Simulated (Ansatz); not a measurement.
# CH5FSi2: two geometries relaxed

Aim: relax the geometries before and after the shift of H6 from Si3 to C2, and see whether they are two minima and how far apart in energy. SMILES of the start: FC=[SiH][SiH3].

Method: RKS PBE0/def2-SVP, in Ansatz 0.2.0.

### Step 1. The starting structure

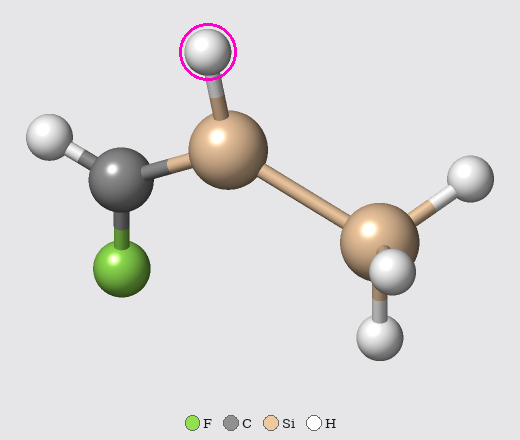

The starting structure, seen from a chosen angle (fluorine green, carbon grey, silicon light orange, hydrogen white). Ringed: H6.

Structure file:

```xyz
9

F    -2.3235    0.7154   -0.7581
C    -1.2339    1.5001   -0.4598
Si    0.2888    0.7656    0.0509
Si    0.7758   -1.4591    0.3149
H    -1.4778    2.5443   -0.5884
H     1.2791    1.8143    0.3048
H     1.8738   -1.8558   -0.5791
H     1.2039   -1.7306    1.6952
H    -0.3862   -2.2943    0.0195
```

### Step 2. Relaxing end A

File input.yaml:

```yaml
crystal:
  periodic: [false, false, false]
  atoms:
    - { symbol: F, position_ang: [-2.32347, 0.71544, -0.75807] }
    - { symbol: C, position_ang: [-1.23391, 1.50014, -0.45976] }
    - { symbol: Si, position_ang: [0.28884, 0.76558, 0.05087] }
    - { symbol: Si, position_ang: [0.77584, -1.4591, 0.31488] }
    - { symbol: H, position_ang: [-1.47784, 2.54427, -0.58837] }
    - { symbol: H, position_ang: [1.27913, 1.8143, 0.30484] }
    - { symbol: H, position_ang: [1.87377, -1.85579, -0.57912] }
    - { symbol: H, position_ang: [1.20388, -1.73057, 1.69524] }
    - { symbol: H, position_ang: [-0.38625, -2.29427, 0.01949] }
basis:
  gaussian: { orbitals: def2-SVP }
hamiltonian:
  xc: pbe0
relax:
  f_tol: 0.02
  max_steps: 50
```

Launch:

```bash
ansatz run input.yaml --threads 2 --pin off --max-ram 3072MiB --backend cpu --events-out ev --progress --plain --runs-dir out
```

What it wrote:

```text
Warning: RAYON_NUM_THREADS=2 ignored (pool sized by the plan → 2); use --threads N
The last accepted step is kept in <dir> (removed where the run ends without a failure and the disk answers)
Engine: ansatz 0.2.0, aarch64-unknown-linux-gnu
Functional definition: PBE0
  parameter a = 0.25
  parameter kappa = 0.804
  parameter beta = 0.06672455060314922
  exchange = (1 - a)*pbe_x(kappa = kappa, mu = beta*pi^2/3) + a*exact_x
  correlation = pbe_c(beta = beta)
926 factors; integrals over basis functions are off by at most 3.6e-4 eV
mean field evaluation 1: about -19566.5141 eV, gradient 3.4e1 eV
mean field evaluation 2: about -19558.6579 eV, gradient 5.8e1 eV
mean field evaluation 4: about -19569.7209 eV, gradient 2.3e0 eV
mean field evaluation 8: about -19569.7477 eV, gradient 8.3e-2 eV
mean field -19569.74768310 eV, -719.1749625026 hartree, gradient 1.3e-5 eV, S^2 0.000000; 0 other end points of the search recorded, 0 dependent functions left out
the calculation of the forces begins
reference -19569.74770824 eV, -719.1749634264 hartree; 24, 24 occupied and 65, 65 virtual orbitals, 926 factors
relax step   1: F+E_penalty+E_count = -19569.74768310 eV  Δ(F+E_penalty+E_count) = +0.000e0 eV  max|allowed force component| = 2.254e0 eV/Å  Δτ_max = 0.0000 Å  (26 SCF iters, accepted)
these checks for a lower state are left out or cut short: starts, cluster_reference, orbital_swaps, neighbouring_geometries, increment
926 factors; integrals over basis functions are off by at most 4.0e-4 eV
mean field evaluation 16: about -19569.7900 eV, gradient 4.7e0 eV
mean field -19569.84761800 eV, -719.1786350423 hartree, gradient 1.2e-5 eV, S^2 0.000000; 0 other end points of the search recorded, 0 dependent functions left out
the calculation of the forces begins
reference -19569.84764314 eV, -719.1786359664 hartree; 24, 24 occupied and 65, 65 virtual orbitals, 926 factors
relax step   2: F+E_penalty+E_count = -19569.84761800 eV  Δ(F+E_penalty+E_count) = -9.993e-2 eV  max|allowed force component| = 8.924e-1 eV/Å  Δτ_max = 0.1138 Å  (29 SCF iters, accepted)
these checks for a lower state are left out or cut short: starts, cluster_reference, orbital_swaps, neighbouring_geometries, increment
926 factors; integrals over basis functions are off by at most 4.4e-4 eV
mean field -19569.86864469 eV, -719.1794077588 hartree, gradient 9.2e-6 eV, S^2 0.000000; 0 other end points of the search recorded, 0 dependent functions left out
the calculation of the forces begins
reference -19569.86866981 eV, -719.1794086820 hartree; 24, 24 occupied and 65, 65 virtual orbitals, 926 factors
relax step   3: F+E_penalty+E_count = -19569.86864469 eV  Δ(F+E_penalty+E_count) = -2.103e-2 eV  max|allowed force component| = 1.047e-1 eV/Å  Δτ_max = 0.0656 Å  (29 SCF iters, accepted)
these checks for a lower state are left out or cut short: starts, cluster_reference, orbital_swaps, neighbouring_geometries, increment
926 factors; integrals over basis functions are off by at most 4.4e-4 eV
mean field evaluation 32: about -19569.8722 eV, gradient 8.9e-2 eV
mean field -19569.87220941 eV, -719.1795387601 hartree, gradient 9.6e-6 eV, S^2 0.000000; 0 other end points of the search recorded, 0 dependent functions left out
the calculation of the forces begins
reference -19569.87223435 eV, -719.1795396766 hartree; 24, 24 occupied and 65, 65 virtual orbitals, 926 factors
relax step   4: F+E_penalty+E_count = -19569.87220941 eV  Δ(F+E_penalty+E_count) = -3.565e-3 eV  max|allowed force component| = 8.133e-2 eV/Å  Δτ_max = 0.0369 Å  (28 SCF iters, accepted)
these checks for a lower state are left out or cut short: starts, cluster_reference, orbital_swaps, neighbouring_geometries, increment
926 factors; integrals over basis functions are off by at most 4.4e-4 eV
mean field -19569.87267804 eV, -719.1795559818 hartree, gradient 2.5e-5 eV, S^2 0.000000; 0 other end points of the search recorded, 0 dependent functions left out
the calculation of the forces begins
reference -19569.87270295 eV, -719.1795568971 hartree; 24, 24 occupied and 65, 65 virtual orbitals, 926 factors
relax step   5: F+E_penalty+E_count = -19569.87267804 eV  Δ(F+E_penalty+E_count) = -4.686e-4 eV  max|allowed force component| = 3.176e-2 eV/Å  Δτ_max = 0.0056 Å  (23 SCF iters, accepted)
these checks for a lower state are left out or cut short: starts, cluster_reference, orbital_swaps, neighbouring_geometries, increment
926 factors; integrals over basis functions are off by at most 4.4e-4 eV
mean field -19569.87276681 eV, -719.1795592440 hartree, gradient 1.2e-5 eV, S^2 0.000000; 0 other end points of the search recorded, 0 dependent functions left out
the calculation of the forces begins
reference -19569.87279171 eV, -719.1795601590 hartree; 24, 24 occupied and 65, 65 virtual orbitals, 926 factors
relax step   6: F+E_penalty+E_count = -19569.87276681 eV  Δ(F+E_penalty+E_count) = -8.877e-5 eV  max|allowed force component| = 5.788e-2 eV/Å  Δτ_max = 0.0094 Å  (24 SCF iters, accepted)
these checks for a lower state are left out or cut short: starts, cluster_reference, orbital_swaps, neighbouring_geometries, increment
926 factors; integrals over basis functions are off by at most 4.3e-4 eV
mean field -19569.87304033 eV, -719.1795692959 hartree, gradient 9.7e-6 eV, S^2 0.000000; 0 other end points of the search recorded, 0 dependent functions left out
the calculation of the forces begins
reference -19569.87306526 eV, -719.1795702119 hartree; 24, 24 occupied and 65, 65 virtual orbitals, 926 factors
relax step   7: F+E_penalty+E_count = -19569.87304033 eV  Δ(F+E_penalty+E_count) = -2.735e-4 eV  max|allowed force component| = 1.583e-2 eV/Å  Δτ_max = 0.0166 Å  (28 SCF iters, accepted)
926 factors; integrals over basis functions are off by at most 4.3e-4 eV
mean field evaluation 64: about -19569.8727 eV, gradient 4.0e-1 eV
mean field -19569.87304033 eV, -719.1795692959 hartree, gradient 9.7e-6 eV, S^2 0.000000; 1 other end points of the search recorded, 0 dependent functions left out
the calculation of the forces begins
reference -19569.87306526 eV, -719.1795702119 hartree; 24, 24 occupied and 65, 65 virtual orbitals, 926 factors
Total energy: -19569.87306526 eV, -719.1795702119 hartree
Atom 0 at    -2.264841     0.607422    -0.727670 Å, force    -0.015829    -0.006189    -0.003863 eV/Å
Atom 1 at    -1.227032     1.396781    -0.450041 Å, force     0.012088     0.001983     0.003422 eV/Å
Atom 2 at     0.335981     0.831263     0.060409 Å, force     0.006638     0.009131     0.001353 eV/Å
Atom 3 at     0.765218    -1.434238     0.310136 Å, force    -0.000308    -0.002586    -0.000403 eV/Å
Atom 4 at    -1.469033     2.460683    -0.580020 Å, force    -0.002633     0.003854    -0.001267 eV/Å
Atom 5 at     1.327352     1.910711     0.307266 Å, force    -0.001713    -0.003086     0.000034 eV/Å
Atom 6 at     1.862610    -1.872155    -0.604576 Å, force     0.002420    -0.001236    -0.001020 eV/Å
Atom 7 at     1.167184    -1.748039     1.714660 Å, force     0.000989    -0.000463     0.002302 eV/Å
Atom 8 at    -0.497448    -2.152427    -0.030165 Å, force    -0.001652    -0.001407    -0.000559 eV/Å
Dipole moment:     0.248189     0.059560     0.073164 e Å
```

Run time: 15 s. Hardware: 2 threads of Arm Neoverse V1, shared host; peak memory 0.17 GiB.

Step by step:

| step | energy from step 1 (eV) | largest force component (eV/Å) |
| --- | --- | --- |
| 1 | 0.0000 | 2.2536 |
| 2 | -0.0999 | 0.8924 |
| 3 | -0.1210 | 0.1047 |
| 4 | -0.1245 | 0.0813 |
| 5 | -0.1250 | 0.0318 |
| 6 | -0.1251 | 0.0579 |
| 7 | -0.1254 | 0.0158 |

Step 1 is the start.

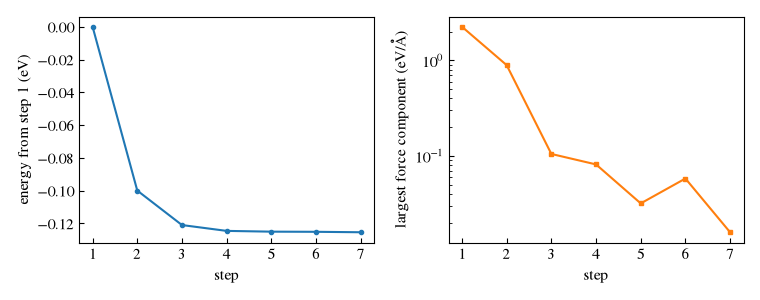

Energy and largest force along the relaxation.

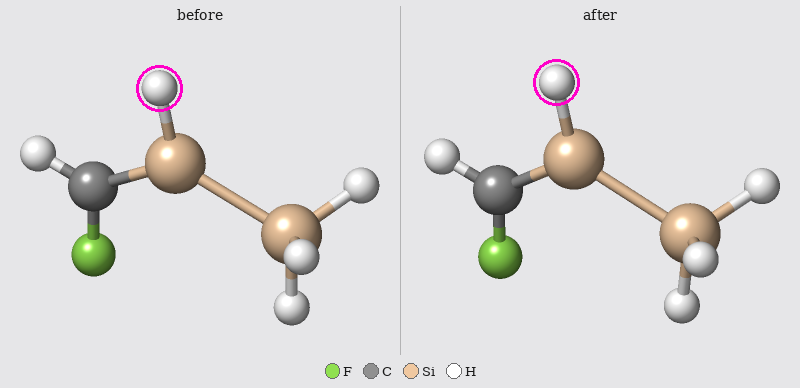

Before and after, at one scale.

After: Bond lengths: F1–C2 1.333 Å, C2–Si3 1.739 Å, Si3–Si4 2.319 Å, C2–H5 1.099 Å, Si3–H6 1.486 Å, Si4–H7 1.494 Å, Si4–H8 1.494 Å, Si4–H9 1.492 Å. Angles: F1–C2–Si3 124.6°, F1–C2–H5 112.2°, Si3–C2–H5 123.2°, C2–Si3–Si4 121.0°, C2–Si3–H6 114.3°, Si4–Si3–H6 124.6°, Si3–Si4–H7 110.9°, Si3–Si4–H8 110.9°, Si3–Si4–H9 106.8°, H7–Si4–H8 108.4°, H7–Si4–H9 109.9°, H8–Si4–H9 109.9°.

### Step 3. End point B

The second end starts from a geometry with the move made by hand.

input.yaml: that of step 2 with these lines changed.

```diff
@@ -8,3 +8,3 @@
     - { symbol: H, position_ang: [-1.47784, 2.54427, -0.58837] }
-    - { symbol: H, position_ang: [1.27913, 1.8143, 0.30484] }
+    - { symbol: H, position_ang: [-0.19785, 1.63009, -0.14703] }
     - { symbol: H, position_ang: [1.87377, -1.85579, -0.57912] }
```

Launch:

```bash
ansatz run input.yaml --threads 2 --pin off --max-ram 3072MiB --backend cpu --events-out ev --progress --plain --runs-dir out
```

What it wrote:

```text
Warning: RAYON_NUM_THREADS=2 ignored (pool sized by the plan → 2); use --threads N
The last accepted step is kept in <dir> (removed where the run ends without a failure and the disk answers)
Engine: ansatz 0.2.0, aarch64-unknown-linux-gnu
Functional definition: PBE0
  parameter a = 0.25
  parameter kappa = 0.804
  parameter beta = 0.06672455060314922
  exchange = (1 - a)*pbe_x(kappa = kappa, mu = beta*pi^2/3) + a*exact_x
  correlation = pbe_c(beta = beta)
922 factors; integrals over basis functions are off by at most 3.4e-4 eV
mean field evaluation 1: about -19555.5537 eV, gradient 4.3e1 eV
mean field evaluation 2: about -19537.4221 eV, gradient 8.1e1 eV
mean field evaluation 4: about -19560.9248 eV, gradient 4.1e0 eV
mean field evaluation 8: about -19560.9886 eV, gradient 3.5e-1 eV
mean field evaluation 16: about -19560.9890 eV, gradient 8.9e-5 eV
mean field -19560.98895155 eV, -718.8530850549 hartree, gradient 8.9e-5 eV, S^2 0.000000; 0 other end points of the search recorded, 0 dependent functions left out
the calculation of the forces begins
reference -19560.98897611 eV, -718.8530859575 hartree; 24, 24 occupied and 65, 65 virtual orbitals, 922 factors
relax step   1: F+E_penalty+E_count = -19560.98895155 eV  Δ(F+E_penalty+E_count) = +0.000e0 eV  max|allowed force component| = 2.325e1 eV/Å  Δτ_max = 0.0000 Å  (27 SCF iters, accepted)
these checks for a lower state are left out or cut short: starts, cluster_reference, orbital_swaps, neighbouring_geometries, increment
922 factors; integrals over basis functions are off by at most 4.0e-4 eV
mean field -19564.47651273 eV, -718.9812505645 hartree, gradient 1.3e-5 eV, S^2 0.000000; 0 other end points of the search recorded, 0 dependent functions left out
the calculation of the forces begins
reference -19564.47653735 eV, -718.9812514692 hartree; 24, 24 occupied and 65, 65 virtual orbitals, 922 factors
relax step   2: F+E_penalty+E_count = -19564.47651273 eV  Δ(F+E_penalty+E_count) = -3.488e0 eV  max|allowed force component| = 1.026e1 eV/Å  Δτ_max = 0.1948 Å  (36 SCF iters, accepted)
these checks for a lower state are left out or cut short: starts, cluster_reference, orbital_swaps, neighbouring_geometries, increment
922 factors; integrals over basis functions are off by at most 5.9e-4 eV
mean field evaluation 32: about -19565.9527 eV, gradient 8.4e-6 eV
mean field -19565.95272906 eV, -719.0355005140 hartree, gradient 8.4e-6 eV, S^2 0.000000; 0 other end points of the search recorded, 0 dependent functions left out
the calculation of the forces begins
reference -19565.95275388 eV, -719.0355014260 hartree; 24, 24 occupied and 65, 65 virtual orbitals, 922 factors
relax step   3: F+E_penalty+E_count = -19565.95272906 eV  Δ(F+E_penalty+E_count) = -1.476e0 eV  max|allowed force component| = 3.765e0 eV/Å  Δτ_max = 0.1945 Å  (32 SCF iters, accepted)
these checks for a lower state are left out or cut short: starts, cluster_reference, orbital_swaps, neighbouring_geometries, increment
923 factors; integrals over basis functions are off by at most 6.9e-4 eV
mean field -19566.57716500 eV, -719.0584481116 hartree, gradient 2.1e-5 eV, S^2 0.000000; 0 other end points of the search recorded, 0 dependent functions left out
the calculation of the forces begins
reference -19566.57719041 eV, -719.0584490453 hartree; 24, 24 occupied and 65, 65 virtual orbitals, 923 factors
relax step   4: F+E_penalty+E_count = -19566.57716500 eV  Δ(F+E_penalty+E_count) = -6.244e-1 eV  max|allowed force component| = 1.691e0 eV/Å  Δτ_max = 0.1992 Å  (32 SCF iters, accepted)
these checks for a lower state are left out or cut short: starts, cluster_reference, orbital_swaps, neighbouring_geometries, increment
923 factors; integrals over basis functions are off by at most 9.0e-4 eV
mean field -19567.51313931 eV, -719.0928445329 hartree, gradient 9.4e-6 eV, S^2 0.000000; 0 other end points of the search recorded, 0 dependent functions left out
the calculation of the forces begins
reference -19567.51316498 eV, -719.0928454761 hartree; 24, 24 occupied and 65, 65 virtual orbitals, 923 factors
relax step   5: F+E_penalty+E_count = -19567.51313931 eV  Δ(F+E_penalty+E_count) = -9.360e-1 eV  max|allowed force component| = 2.641e0 eV/Å  Δτ_max = 0.1949 Å  (36 SCF iters, accepted)
these checks for a lower state are left out or cut short: starts, cluster_reference, orbital_swaps, neighbouring_geometries, increment
924 factors; integrals over basis functions are off by at most 9.2e-4 eV
mean field -19568.22848341 eV, -719.1191329437 hartree, gradient 2.5e-5 eV, S^2 0.000000; 0 other end points of the search recorded, 0 dependent functions left out
the calculation of the forces begins
reference -19568.22850924 eV, -719.1191338927 hartree; 24, 24 occupied and 65, 65 virtual orbitals, 924 factors
relax step   6: F+E_penalty+E_count = -19568.22848341 eV  Δ(F+E_penalty+E_count) = -7.153e-1 eV  max|allowed force component| = 1.438e0 eV/Å  Δτ_max = 0.1981 Å  (30 SCF iters, accepted)
these checks for a lower state are left out or cut short: starts, cluster_reference, orbital_swaps, neighbouring_geometries, increment
923 factors; integrals over basis functions are off by at most 1.2e-3 eV
mean field -19568.55961144 eV, -719.1313016744 hartree, gradient 1.6e-5 eV, S^2 0.000000; 0 other end points of the search recorded, 0 dependent functions left out
the calculation of the forces begins
reference -19568.55963735 eV, -719.1313026267 hartree; 24, 24 occupied and 65, 65 virtual orbitals, 923 factors
relax step   7: F+E_penalty+E_count = -19568.55961144 eV  Δ(F+E_penalty+E_count) = -3.311e-1 eV  max|allowed force component| = 8.897e-1 eV/Å  Δτ_max = 0.1996 Å  (29 SCF iters, accepted)
these checks for a lower state are left out or cut short: starts, cluster_reference, orbital_swaps, neighbouring_geometries, increment
923 factors; integrals over basis functions are off by at most 1.1e-3 eV
mean field evaluation 64: about -19568.7635 eV, gradient 2.0e-1 eV
mean field -19568.76381269 eV, -719.1388059319 hartree, gradient 7.2e-6 eV, S^2 0.000000; 0 other end points of the search recorded, 0 dependent functions left out
the calculation of the forces begins
reference -19568.76383865 eV, -719.1388068859 hartree; 24, 24 occupied and 65, 65 virtual orbitals, 923 factors
relax step   8: F+E_penalty+E_count = -19568.76381269 eV  Δ(F+E_penalty+E_count) = -2.042e-1 eV  max|allowed force component| = 8.882e-1 eV/Å  Δτ_max = 0.1949 Å  (30 SCF iters, accepted)
these checks for a lower state are left out or cut short: starts, cluster_reference, orbital_swaps, neighbouring_geometries, increment
924 factors; integrals over basis functions are off by at most 7.2e-4 eV
mean field -19569.02366721 eV, -719.1483554094 hartree, gradient 1.5e-5 eV, S^2 0.000000; 0 other end points of the search recorded, 0 dependent functions left out
the calculation of the forces begins
reference -19569.02369305 eV, -719.1483563590 hartree; 24, 24 occupied and 65, 65 virtual orbitals, 924 factors
relax step   9: F+E_penalty+E_count = -19569.02366721 eV  Δ(F+E_penalty+E_count) = -2.599e-1 eV  max|allowed force component| = 1.055e0 eV/Å  Δτ_max = 0.2000 Å  (31 SCF iters, accepted)
these checks for a lower state are left out or cut short: starts, cluster_reference, orbital_swaps, neighbouring_geometries, increment
924 factors; integrals over basis functions are off by at most 8.0e-4 eV
mean field -19569.22715694 eV, -719.1558335191 hartree, gradient 1.1e-5 eV, S^2 0.000000; 0 other end points of the search recorded, 0 dependent functions left out
the calculation of the forces begins
reference -19569.22718248 eV, -719.1558344577 hartree; 24, 24 occupied and 65, 65 virtual orbitals, 924 factors
relax step  10: F+E_penalty+E_count = -19569.22715694 eV  Δ(F+E_penalty+E_count) = -2.035e-1 eV  max|allowed force component| = 1.238e0 eV/Å  Δτ_max = 0.1924 Å  (29 SCF iters, accepted)
these checks for a lower state are left out or cut short: starts, cluster_reference, orbital_swaps, neighbouring_geometries, increment
924 factors; integrals over basis functions are off by at most 1.0e-3 eV
mean field -19569.43588265 eV, -719.1635040473 hartree, gradient 1.2e-5 eV, S^2 0.000000; 0 other end points of the search recorded, 0 dependent functions left out
the calculation of the forces begins
reference -19569.43590796 eV, -719.1635049773 hartree; 24, 24 occupied and 65, 65 virtual orbitals, 924 factors
relax step  11: F+E_penalty+E_count = -19569.43588265 eV  Δ(F+E_penalty+E_count) = -2.087e-1 eV  max|allowed force component| = 1.247e0 eV/Å  Δτ_max = 0.1990 Å  (34 SCF iters, accepted)
these checks for a lower state are left out or cut short: starts, cluster_reference, orbital_swaps, neighbouring_geometries, increment
922 factors; integrals over basis functions are off by at most 1.1e-3 eV
mean field evaluation 96: about -19569.6412 eV, gradient 1.1e-5 eV
mean field -19569.64117041 eV, -719.1710482333 hartree, gradient 1.0e-5 eV, S^2 0.000000; 0 other end points of the search recorded, 0 dependent functions left out
the calculation of the forces begins
reference -19569.64119576 eV, -719.1710491650 hartree; 24, 24 occupied and 65, 65 virtual orbitals, 922 factors
relax step  12: F+E_penalty+E_count = -19569.64117041 eV  Δ(F+E_penalty+E_count) = -2.053e-1 eV  max|allowed force component| = 1.102e0 eV/Å  Δτ_max = 0.1917 Å  (29 SCF iters, accepted)
these checks for a lower state are left out or cut short: starts, cluster_reference, orbital_swaps, neighbouring_geometries, increment
922 factors; integrals over basis functions are off by at most 1.0e-3 eV
mean field -19569.78440391 eV, -719.1763119675 hartree, gradient 2.2e-5 eV, S^2 0.000000; 0 other end points of the search recorded, 0 dependent functions left out
the calculation of the forces begins
reference -19569.78442907 eV, -719.1763128919 hartree; 24, 24 occupied and 65, 65 virtual orbitals, 922 factors
relax step  13: F+E_penalty+E_count = -19569.78440391 eV  Δ(F+E_penalty+E_count) = -1.432e-1 eV  max|allowed force component| = 5.462e-1 eV/Å  Δτ_max = 0.2000 Å  (29 SCF iters, accepted)
these checks for a lower state are left out or cut short: starts, cluster_reference, orbital_swaps, neighbouring_geometries, increment
922 factors; integrals over basis functions are off by at most 1.1e-3 eV
mean field -19569.83484539 eV, -719.1781656577 hartree, gradient 1.8e-5 eV, S^2 0.000000; 0 other end points of the search recorded, 0 dependent functions left out
the calculation of the forces begins
reference -19569.83487067 eV, -719.1781665866 hartree; 24, 24 occupied and 65, 65 virtual orbitals, 922 factors
relax step  14: F+E_penalty+E_count = -19569.83484539 eV  Δ(F+E_penalty+E_count) = -5.044e-2 eV  max|allowed force component| = 2.880e-1 eV/Å  Δτ_max = 0.1993 Å  (29 SCF iters, accepted)
these checks for a lower state are left out or cut short: starts, cluster_reference, orbital_swaps, neighbouring_geometries, increment
922 factors; integrals over basis functions are off by at most 1.2e-3 eV
mean field -19569.85301692 eV, -719.1788334490 hartree, gradient 1.3e-5 eV, S^2 0.000000; 0 other end points of the search recorded, 0 dependent functions left out
the calculation of the forces begins
reference -19569.85304173 eV, -719.1788343608 hartree; 24, 24 occupied and 65, 65 virtual orbitals, 922 factors
relax step  15: F+E_penalty+E_count = -19569.85301692 eV  Δ(F+E_penalty+E_count) = -1.817e-2 eV  max|allowed force component| = 2.494e-1 eV/Å  Δτ_max = 0.1990 Å  (28 SCF iters, accepted)
these checks for a lower state are left out or cut short: starts, cluster_reference, orbital_swaps, neighbouring_geometries, increment
922 factors; integrals over basis functions are off by at most 1.2e-3 eV
```

[end of part 1 of 2]
